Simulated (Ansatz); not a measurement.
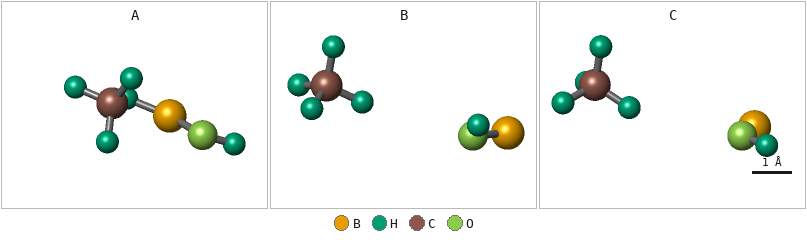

3 geometries from a converged minimum-energy path of CH5BO, shuffled. The picture is a ball-and-stick view, seen at a tilt.

Theory: RHF/def2-SVP in Ansatz. Settings: 5 movable images; climbing image; force threshold 0.05 eV/Å; iteration limit 60; starting path through a guess of the saddle point.

One of them is the converged climbing image. Which?

A. In order along the path, whose images run from 0 to 6: A (image 2, +5.04 eV), C (image 5, +2.35 eV), B (image 6, +2.34 eV). Breaking: B–C (1.58 → 5.20 Å), B–H (1.21 → 5.69 Å). Forming: C–H (2.43 → 1.09 Å).

Limits of the set-up: Hartree-Fock leaves out electron correlation.

Cost: 3.6 min on 1 thread of Intel(R) Xeon(R) Platinum 8259CL CPU @ 2.50GHz (Skylake/Cascade Lake) (shared host), peak memory 0.14 GiB.
